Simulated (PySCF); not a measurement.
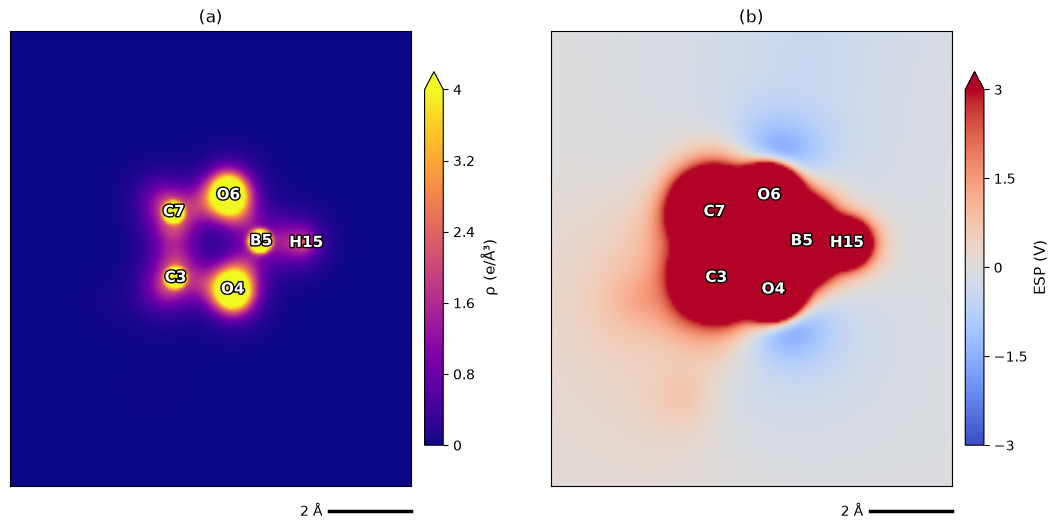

The picture shows: C₄H₈BFO₂. (a) electron density; (b) electrostatic potential on the plane of atoms C3, C7 and O6.

Geometry: GFN2-xTB, MD frame at 250 fs, 300 K.

The calculation used PBE0/pcSseg-1, SCF density, gas phase, non-relativistic (PySCF).

```yaml
atoms:
  - { symbol: C, position_ang: [1.7574, 0.0322, -0.1324] }
  - { symbol: C, position_ang: [0.4297, 0.6007, 0.4358] }
  - { symbol: C, position_ang: [-0.6675, -0.4040, 0.7171] }
  - { symbol: O, position_ang: [-0.7792, -1.4032, -0.2915] }
  - { symbol: B, position_ang: [-2.0095, -1.3073, -0.8575] }
  - { symbol: O, position_ang: [-2.8235, -0.3567, -0.3014] }
  - { symbol: C, position_ang: [-2.1242, 0.2611, 0.7303] }
  - { symbol: F, position_ang: [-2.0440, 1.6385, 0.4586] }
  - { symbol: H, position_ang: [2.3418, 0.8024, -0.6702] }
  - { symbol: H, position_ang: [2.3954, -0.3700, 0.6015] }
  - { symbol: H, position_ang: [1.3764, -0.7293, -0.8485] }
  - { symbol: H, position_ang: [0.5866, 1.1035, 1.4315] }
  - { symbol: H, position_ang: [0.0488, 1.3107, -0.2706] }
  - { symbol: H, position_ang: [-0.4371, -0.8855, 1.6761] }
  - { symbol: H, position_ang: [-2.2589, -2.0117, -1.6686] }
  - { symbol: H, position_ang: [-2.7030, 0.1453, 1.6465] }
```

> Interpret the plot.

The section cuts through C, O, B and H sites. B–O (1.36 Å): ρ at the midpoint is about 2.2 e/Å³. C–O (1.39 Å): ρ at the midpoint is about 2.2 e/Å³, with its minimum of 1.9 e/Å³ about 0.5 Å from C. C–C (1.60 Å): the density is about 1.5 e/Å³ at the midpoint. B–H (1.10 Å): ρ at the midpoint is about 1.5 e/Å³. Outside the dense part of the molecule the potential is most negative (−1.5 V) near O6.
